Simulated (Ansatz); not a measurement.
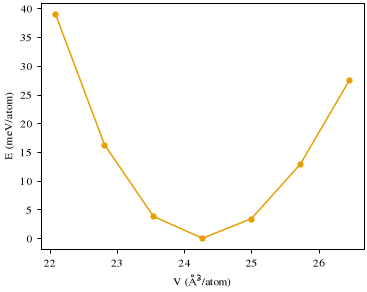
Figure. BaCd2Ge2 in space group I4/mmm (No. 139; Ge on 4e, Cd on 4d, Ba on 2a) under volume change, PBEsol (plane waves, PAW; program Ansatz), shape and atoms relaxed at each volume.

What does a third-order Birch–Murnaghan fit give for V₀, B₀ and B′?

V₀ = 24.27 Å³/atom, B₀ = 52.9 GPa, B′ = 4.8.

The workflow started from an entry of the Crystallography Open Database (COD, 298 K). Whether it is the stable phase at ambient conditions was not checked. The PBEsol relaxation kept the symmetry of its start; its stability against distortions is not shown here. Spin–orbit coupling is left out wherever it is not named.

Potentials: the later of the program's two PAW sets.
